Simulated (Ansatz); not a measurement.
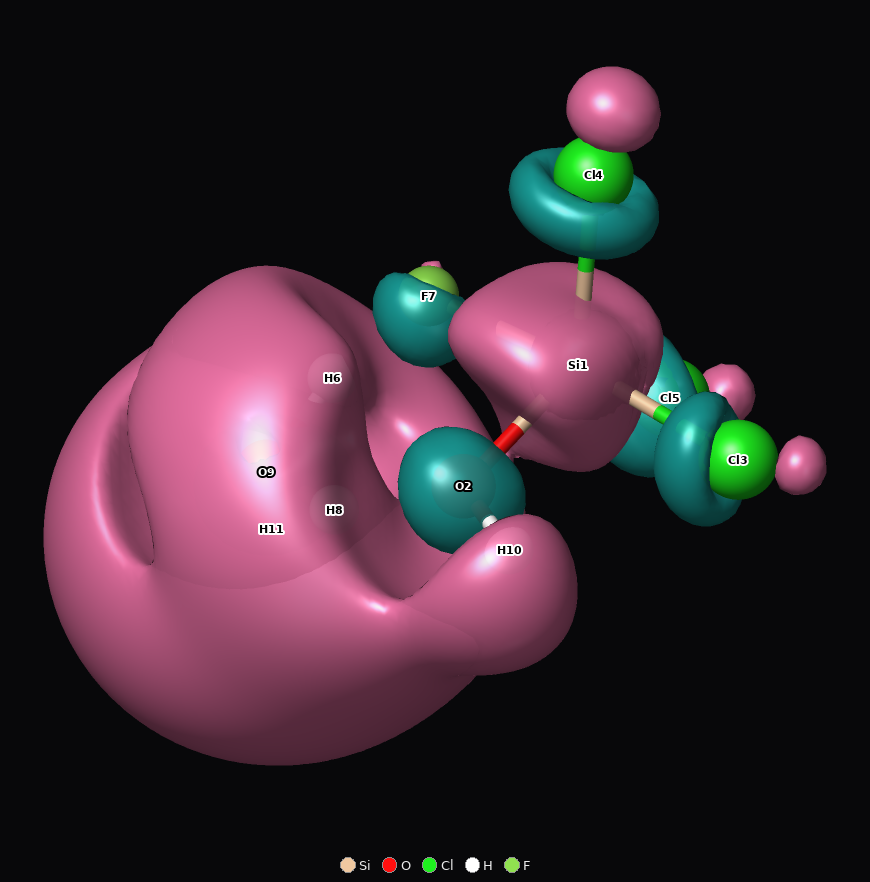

*Cl$_{3}$FHOSi···H$_{3}$O. One frontier orbital at ±0.06 Å⁻³ᐟ² (teal and pink are the two phases), seen at a tilt.*

A transition-state structure; geometry: PBE0-D4/def2-TZVP.

The calculation used RKS PBE0-D4/def2-TZVPP in Ansatz 0.2.0.

```xyz
11

Si   -0.7841    0.8662   -0.2654
O     0.2723   -0.2672   -0.9698
Cl   -1.9347    0.9432   -2.0800
Cl   -0.3661    2.8717   -0.2110
Cl   -2.2989    0.1126    0.9136
H     1.0145   -0.3389    1.2285
F     0.3241    0.6957    1.1864
H     1.1214   -1.1255   -0.0745
O     1.5229   -1.2619    0.8684
H    -0.0061   -0.4515   -1.8735
H     1.1346   -2.0444    1.2772
```

Which orbital is it: HOMO or LUMO?

Answer. The LUMO, at −0.43 eV. By Hirshfeld shares it lies mainly on H11 (about 45 %), O9 (about 20 %) and H8 (about 10 %).
